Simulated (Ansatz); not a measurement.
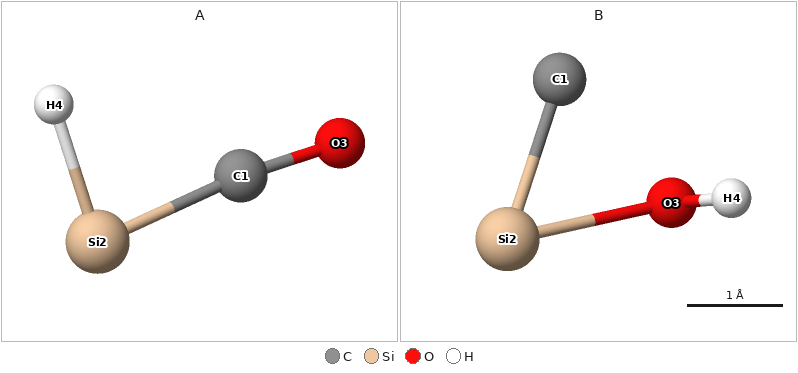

The two relaxed end points of a path for CHOSi (charge −1). A ball-and-stick model, seen at a tilt.

These are results of UKS B3LYP/def2-SVP (Ansatz 0.2.0), not measurements.

Settings: 5 movable images; climbing image; force threshold 0.03 eV/Å; iteration limit 60.

Start:
```xyz
4

C    -0.3513   -0.0895   -0.5757
Si    0.2790    1.0248    0.6649
O    -0.8221   -0.7297   -1.4606
H     0.8944   -0.2056    1.3714
```

End:
```xyz
4

C     0.2921    0.4324   -1.1062
Si   -0.3232    1.2529    0.3431
O    -0.4032   -0.6742    0.2128
H     0.4344   -1.0111    0.5503
```

**Predict the minimum-energy path and its barrier.**

The highest point, image 5, lies 371.8 kJ/mol above the start and 28.0 kJ/mol above the end; the end is at +343.8 kJ/mol relative to the start. Breaking: C1–O3 (1.19 → 1.97 at the top → 1.86 Å), Si2–H4 (1.55 → 2.29 at the top → 2.40 Å). Forming: O3–H4 (3.35 → 1.23 at the top → 0.96 Å), Si2–O3 (2.97 → 1.78 at the top → 1.93 Å). The band is converged.

Energies of the converged images:

```csv
image,path (Å),E (kJ/mol)
0,0.00,0.0
1,0.72,34.8
2,1.45,119.7
3,2.17,154.4
4,2.90,253.4
5,3.62,371.8
6,4.65,343.8
```

The geometry at the top of the path:

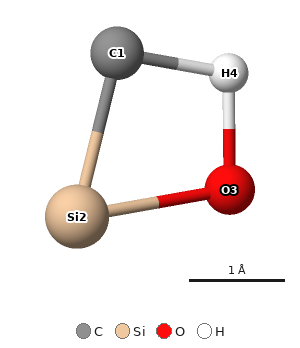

Limits of the set-up: the basis has no diffuse functions, which an anion needs.

Cost: 13 min on 1 thread of Arm Neoverse N1 (shared host), peak memory 0.21 GiB.
